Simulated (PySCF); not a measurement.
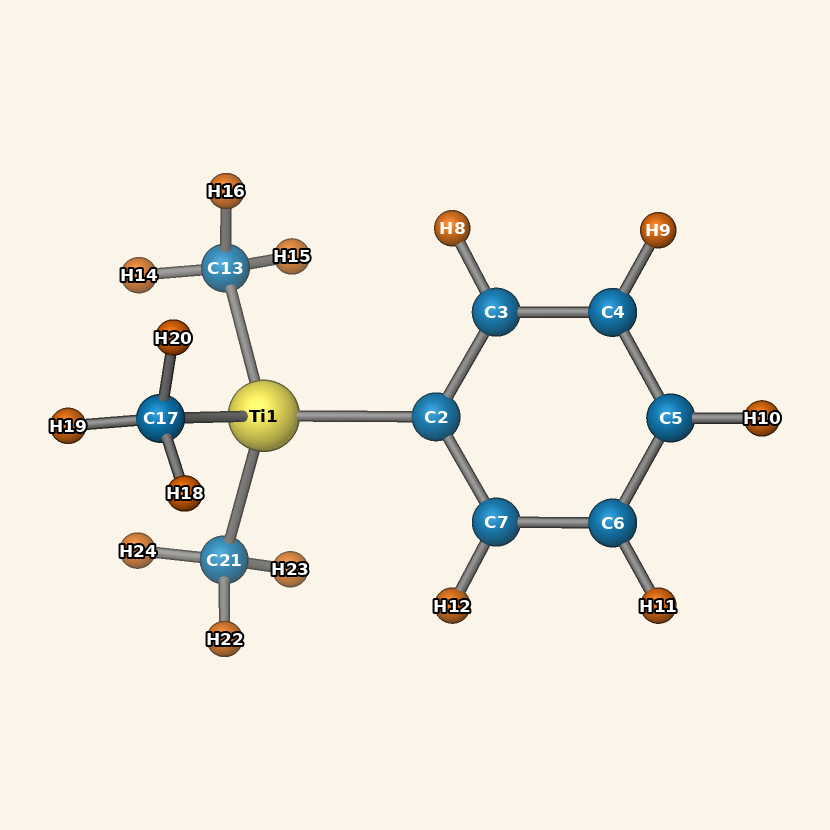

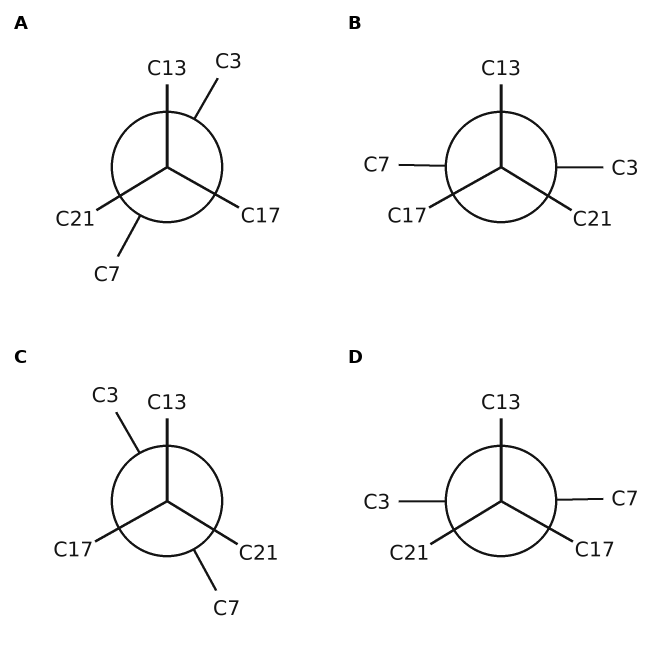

Atoms fade into the background with distance from the viewer. Bonds that would overlap in a projection are set slightly apart. Charge 0, singlet. Computed geometry: PBE0-D3(BJ)/def2-SVP optimisation. No frequency run is at hand to confirm it as a minimum.

Which Newman projection shows the view along Ti1–C2, with Ti1 in front?

A. The torsion angle C13–Ti1–C2–C3 is 30°, synperiplanar.
